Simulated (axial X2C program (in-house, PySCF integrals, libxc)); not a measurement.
**AgC: bond curves with and without spin–orbit coupling, part 1 of 2**

What are the state, bond length, wavenumber and bond energy of AgC, and what does spin–orbit coupling change?

Computed with an in-house X2C program for linear molecules on PySCF integrals. Level: all-electron X2C, Ag dyall-cv3z, C dyall-v3z.

All values are calculated.

## 1. Input

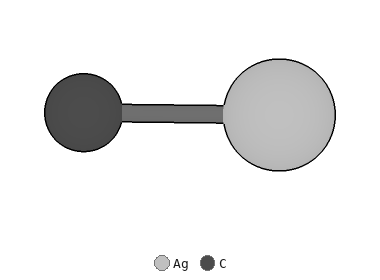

The two atoms at 2.060 Å (silver light grey, carbon dark grey).

Contents of task.json:

```json
{"zs": [47, 6], "q": 0, "bas": ["dyall-cv3z", "dyall-v3z"], "levels": ["PBE0", "HF", "LDA"], "cc": true, "r0": 2.06, "thr": -2.0, "nmax": 90, "npts": 10, "nst": 2, "ntry": 6}
```

Keys: zs atomic numbers; q charge; bas basis sets; levels methods (HF also brings MP2); cc coupled cluster on or off; r0 starting distance in Å; thr threshold in hartree for freezing inner shells (an s shell follows its p shell); nmax most natural virtual spinors; npts points asked for on the curve; nst determinants followed; ntry starts of the search.

Run with:

```
python so2c.py task.json out
```

Spin-free means the one-electron spin-free X2C Hamiltonian; two-component (2c) means X2C with spin–orbit coupling and atomic mean-field two-electron Coulomb and Gaunt terms. Basis: Ag dyall-cv3z contracted to [12s12p8d5f3g], C dyall-v3z contracted to [7s6p2d1f]; Gaussian nuclei, density fitting. Masses: Ag 106.905 u, C 12.000 u.

Notation: σ, π±, δ± give the projection m of an orbital's angular momentum (0, ±1, ±2), α and β its spin, Λ and M_S the sums; ω is the projection of a spinor's total angular momentum and Ω the sum. Logs are in hartree.

The results follow Hamiltonian by Hamiltonian and level by level.

## 2. Search for the lowest determinant

Determinants are compared with PBE0 at 2.060 Å.

Spin-free determinants:

```
ΔE (eV)             state                          open shells
   0.00  M_S = 3/2, Λ = 0   beyond closed shells: σα, π+α, π-α
   0.35  M_S = 1/2, Λ = 1            beyond closed shells: π+α
   0.57  M_S = 1/2, Λ = 0   beyond closed shells: σβ, π+α, π-α
   1.49  M_S = 1/2, Λ = 0   beyond closed shells: σα, π+β, π-α
   1.49  M_S = 1/2, Λ = 2   beyond closed shells: σα, π+α, π+β
   1.96  M_S = 3/2, Λ = 1    beyond closed shells: 2 × σα, π+α
   3.32  M_S = 1/2, Λ = 1  beyond closed shells: π+α, π+β, π-α
```

Two-component determinants:

| ΔE (eV) | state | open shells |
| --- | --- | --- |
| 0.00 | Ω = 3/2 | excess of +ω over −ω: ω = 3/2 |
| 0.33 | Ω = 1/2 | excess of +ω over −ω: ω = 1/2 |
| 0.57 | Ω = 1/2 | excess of +ω over −ω: 2 × ω = -1/2, ω = 3/2 |
| 1.48 | Ω = 5/2 | excess of +ω over −ω: 2 × ω = 1/2, ω = 3/2 |
| 1.52 | Ω = 1/2 | excess of +ω over −ω: ω = 1/2 |
| 4.66 | Ω = 3/2 | excess of +ω over −ω: ω = 1/2, ω = -3/2, ω = 5/2 |
| 4.66 | Ω = 7/2 | excess of +ω over −ω: ω = -1/2, ω = 3/2, ω = 5/2 |

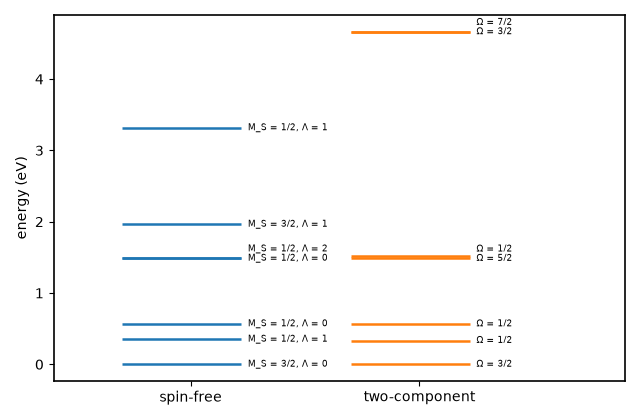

The determinants found, each set from its own lowest.

## 3. PBE0, spin-free

State followed: M_S = 3/2, Λ = 0 (beyond closed shells: σα, π+α, π-α). The scan is laid around 2.023 Å, a first estimate of the minimum, and this SCF restarts from the orbitals of the search.

The SCF at the reference distance of 2.023 Å:

```text
spin-free X2C-1e  PBE0
basis functions 192  fitting functions 915  grid points 5077
iter        total energy     max residual
   1      -5351.275624217     8.00e+00
   2      -5353.004916485     3.03e-02
   3      -5352.990388032     4.42e-02
   4      -5353.016671513     2.02e-03
   5      -5353.016634894     2.57e-03
   6      -5353.016751735     3.08e-04
   7      -5353.016754311     1.22e-04
   8      -5353.016754661     5.01e-05
   9      -5353.016754872     1.69e-05
  10      -5353.016754890     6.36e-06
  11      -5353.016754892     2.01e-06
converged
one-electron -7526.14279371  Coulomb 2254.98326760  exact exchange -38.29765192  xc functional -117.32525826  nuclear repulsion 73.76568140
```

Along the bond, energies from the lowest point:

```csv
R (Å),E (eV),μ (D),HOMO (eV),LUMO (eV),iterations
1.760,0.4827,-3.48,-6.03,-3.27,13
1.841,0.1974,-3.68,-6.02,-3.28,13
1.902,0.0766,-3.81,-6.00,-3.30,13
1.962,0.0156,-3.93,-5.99,-3.32,13
2.023,0.0000,-4.04,-5.97,-3.35,11
2.094,0.0245,-4.16,-5.95,-3.38,12
2.165,0.0817,-4.26,-5.93,-3.42,12
2.256,0.1865,-4.37,-5.91,-3.47,12
2.367,0.3405,-4.47,-5.89,-3.53,12
2.529,0.5780,-4.51,-5.91,-3.59,12
```

Dipoles are positive if C is the positive end.

Outer orbitals at the reference distance:

```csv
symmetry,occupied,ε (eV),atomic character
σα,yes,-16.29,"67% C s, 15% Ag d, 9% Ag p"
σβ,yes,-13.27,"42% C s, 40% Ag d, 6% Ag s"
π+α,yes,-10.84,"94% Ag d, 6% C p"
π-α,yes,-10.84,"94% Ag d, 6% C p"
σα,yes,-10.60,"76% Ag d, 13% C p, 8% C s"
π-β,yes,-10.47,97% Ag d
π+β,yes,-10.47,97% Ag d
δ+α,yes,-10.40,100% Ag d
δ-α,yes,-10.40,100% Ag d
δ-β,yes,-10.24,100% Ag d
δ+β,yes,-10.24,100% Ag d
σβ,yes,-9.37,"58% Ag d, 26% C s, 8% Ag s"
σα,yes,-6.72,"55% C p, 35% Ag s, 7% Ag d"
π+α,yes,-5.97,"82% C p, 8% Ag p, 8% Ag d"
π-α,yes,-5.97,"82% C p, 8% Ag p, 8% Ag d"
σβ,no,-3.35,"54% Ag s, 26% C p, 14% Ag p"
σα,no,-2.50,"39% Ag s, 36% Ag p, 20% C p"
π-β,no,-1.03,"52% C p, 46% Ag p"
π+β,no,-1.03,"52% C p, 46% Ag p"
```

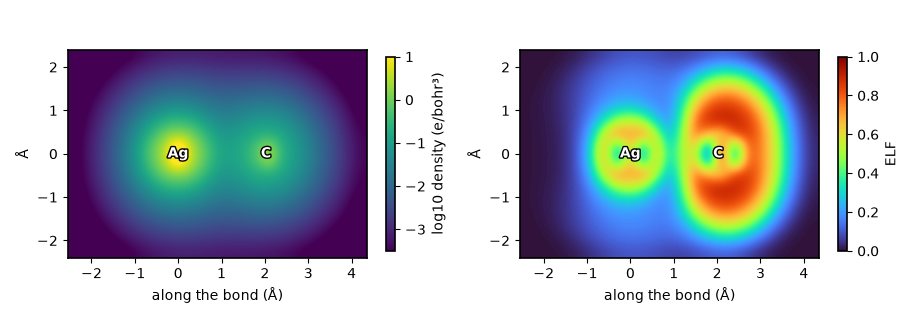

PBE0 fields in a plane through the axis, from a grid of 0.3 Å; Ag lies at z = 0 and C at z = 2.023 Å; the ELF is damped to zero where the density is low.

Re = 2.017 Å, ωe = 489 cm⁻¹, ωexe = 3.94 cm⁻¹, Be = 0.384 cm⁻¹, De = 1.76 eV, μ = -4.03 D.

## 4. HF, spin-free

Output at 2.023 Å:

```text
spin-free X2C-1e  HF
basis functions 192  fitting functions 915  grid points 5077
iter        total energy     max residual
   1      -5350.584452405     4.11e-01
   2      -5350.613236387     5.94e-03
   3      -5350.615678414     5.06e-03
   4      -5350.616439340     4.29e-03
   5      -5350.617035474     3.48e-03
   6      -5350.617526017     1.87e-03
   7      -5350.617660627     8.83e-04
   8      -5350.617697980     2.49e-04
   9      -5350.617702101     1.49e-04
  10      -5350.617703241     5.23e-05
  11      -5350.617703406     1.28e-05
  12      -5350.617703421     4.27e-06
  13      -5350.617703422     1.52e-06
converged
one-electron -7527.24331222  Coulomb 2256.24332079  exact exchange -153.38339340  xc functional 0.00000000  nuclear repulsion 73.76568140
```

Re = 2.155 Å, ωe = 451 cm⁻¹, ωexe = 3.36 cm⁻¹, Be = 0.3363 cm⁻¹, De = 0.880 eV, μ = -5.82 D.

## 5. LDA, spin-free

Output at 2.023 Å:

```text
spin-free X2C-1e  LDA
basis functions 192  fitting functions 915  grid points 5077
iter        total energy     max residual
   1      -5347.545059756     7.83e-01
   2      -5347.557461411     1.57e-02
   3      -5347.542203592     3.20e-02
   4      -5347.561640804     6.25e-03
   5      -5347.561825800     5.33e-03
   6      -5347.562356280     8.21e-04
   7      -5347.562368395     1.28e-04
   8      -5347.562368718     2.79e-05
   9      -5347.562368738     7.63e-06
  10      -5347.562368739     1.62e-06
converged
one-electron -7524.42570828  Coulomb 2253.10001738  exact exchange 0.00000000  xc functional -150.00235924  nuclear repulsion 73.76568140
```

Re = 1.923 Å, ωe = 575 cm⁻¹, ωexe = 4.33 cm⁻¹, Be = 0.4225 cm⁻¹, De = 2.61 eV, μ = -3.33 D.

## 6. MP2, spin-free

Correlated methods: 15 electrons correlated (frozen shells, counted by type: Ag 4 s, 3 p, 1 d; C 1 s), 249 virtual spinors in MP2.

Output of the correlated part at 2.023 Å:

```text
correlated 15  virtual 249  natural virtual 89  E(MP2) -0.507408144  MP2 remainder -0.042272448
iter   CCSD correlation   residual
   1     -0.436733521   1.25e-01
   2     -0.446913949   4.57e-02
   3     -0.449017575   2.32e-02
   4     -0.449239576   1.08e-02
   5     -0.449481477   4.49e-03
   6     -0.449521820   1.75e-03
   7     -0.449516911   6.82e-04
   8     -0.449528279   2.77e-04
   9     -0.449521306   1.09e-04
  10     -0.449522945   3.65e-05
  11     -0.449522368   1.42e-05
  12     -0.449522495   5.96e-06
  13     -0.449522506   2.41e-06
(T) -0.016744236  T1 0.0303  D1 0.0921  max T2 0.050
```

T1 in the output is the amplitude norm over the root of the electron number; divide by √2 for the Lee–Taylor value.

Coupled cluster ran at too few distances for a curve.

MP2: Re = 2.008 Å, ωe = 508 cm⁻¹, Be = 0.3875 cm⁻¹, De = 1.54 eV.

## 7. A higher determinant, spin-free

State: M_S = 1/2, Λ = 1 (beyond closed shells: π+α).

Output at the reference distance:

```text
spin-free X2C-1e  PBE0
basis functions 192  fitting functions 915  grid points 5077
iter        total energy     max residual
   1      -5351.057701537     8.14e+00
   2      -5352.986312866     3.37e-02
   3      -5352.930624740     6.40e-02
   4      -5353.000239434     1.43e-02
   5      -5353.003845561     1.43e-03
   6      -5353.003861385     6.63e-04
   7      -5353.003867987     9.32e-05
   8      -5353.003868251     4.54e-05
   9      -5353.003868344     2.71e-05
  10      -5353.003868411     2.98e-05
  11      -5353.003868474     1.28e-05
  12      -5353.003868492     7.65e-07
  13      -5353.003868492     2.61e-07
converged
one-electron -7526.02816943  Coulomb 2254.77660298  exact exchange -38.26113840  xc functional -117.25684504  nuclear repulsion 73.76568140
```

```csv
R (Å),E above the lowest PBE0 point (eV)
1.760,0.816
1.841,0.540
1.902,0.423
1.962,0.365
2.023,0.351
2.094,0.376
2.165,0.433
2.256,0.537
2.367,0.693
```

Re = 2.016 Å, ωe = 484 cm⁻¹, ωexe = 3.46 cm⁻¹, Be = 0.3846 cm⁻¹, μ = -2.83 D. Te = 0.35 eV.

## 8. The spin-free curves together

Energy (eV) of the followed determinant, spin-free, from each level's lowest point:

```csv
R (Å),PBE0,HF,MP2,LDA
1.760,0.483,1.127,0.455,0.229
1.841,0.197,0.632,0.182,0.048
1.902,0.077,0.376,0.067,0.000
1.962,0.016,0.199,0.010,0.006
2.023,0.000,0.085,0.000,0.052
2.094,0.024,0.016,0.032,0.142
2.165,0.082,0.000,0.099,0.256
2.256,0.186,0.035,0.218,0.424
2.367,0.341,0.134,0.392,0.642
2.529,0.578,0.331,0.652,0.953
```

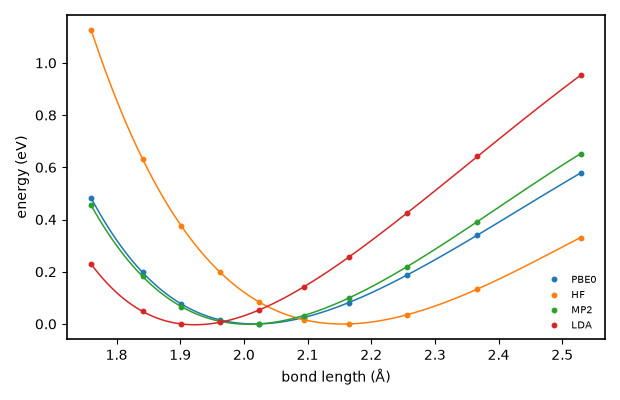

Curves of the followed state, spin-free, each from its own lowest point.

(Continued in part 2 of 2.)
